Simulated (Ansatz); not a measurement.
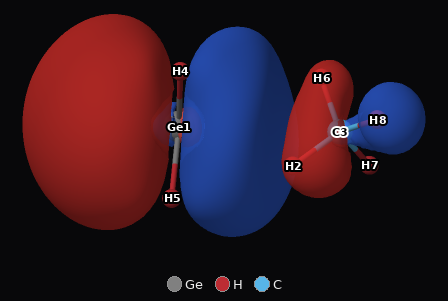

Figure 1: GeH2···CH4. The LUMO at ±0.06 Å⁻³ᐟ² (blue and red are the two phases), seen across its widest extent.

Theory: RKS PBE0/def2-SVP (Ansatz 0.2.0).

```yaml
atoms:
  - { symbol: Ge, position_ang: [-1.6479, 0.7578, 0.4184] }
  - { symbol: H, position_ang: [0.0917, -0.3244, -0.6247] }
  - { symbol: C, position_ang: [1.0672, -0.0034, -0.2051] }
  - { symbol: H, position_ang: [-1.5713, -0.4880, 1.4137] }
  - { symbol: H, position_ang: [-2.1252, -0.1941, -0.7750] }
  - { symbol: H, position_ang: [0.9782, 0.4829, 0.7764] }
  - { symbol: H, position_ang: [1.5425, 0.6871, -0.9125] }
  - { symbol: H, position_ang: [1.6647, -0.9180, -0.0911] }
```

Where does this orbital lie, and at what energy?

Answer. Its weight (Hirshfeld) is mainly on Ge1 (about 80 %) and C3 (about 5 %). Its energy is −2.17 eV.
